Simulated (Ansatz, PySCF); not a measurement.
Stretching the Be1–H2 bond in BeH2Se (SMILES [BeH][SeH]) (multiplicity 1 held, fragments rigid). Energies count from the point at 1.326 Å.
Geometry at that point (charge 0, multiplicity 1):
```tsv
atom	x (Å)	y (Å)	z (Å)
Be	-0.6897	-0.7607	-1.4180
H	-1.2093	-1.3411	-2.4906
Se	0.0918	0.1603	0.2240
H	0.8465	-1.0648	0.5466
```

U- levels take the lowest unrestricted solution at each point, which mixes spins at long bonds. Active spaces are followed from a long bond inwards. Levels need not reach the same state.

Cores are frozen in the correlated methods. Filled d and f shells under p-block atoms count as core. Rows in 3-21G carry no dispersion term and start afresh at each structure; the Pople sets are all-electron and without relativity.

The values were computed with Ansatz (an electronic-structure program) with Gaussian orbitals; PySCF for 3-21G rows. Values without a source in brackets are computed.

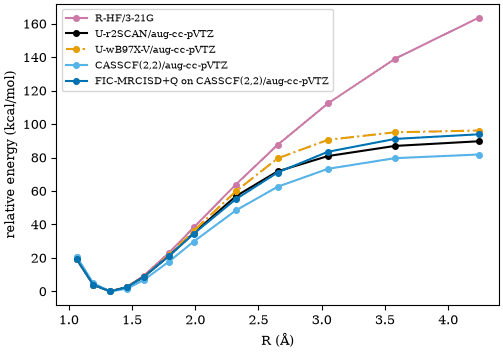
Fig. 1. Relative energy along the coordinate

Doubts at one or more of the structures used: a restricted determinant that unrestricted orbitals would lower (R-HF/3-21G); a spin-contaminated determinant (U-r2SCAN/aug-cc-pVTZ, U-wB97X-V/aug-cc-pVTZ).
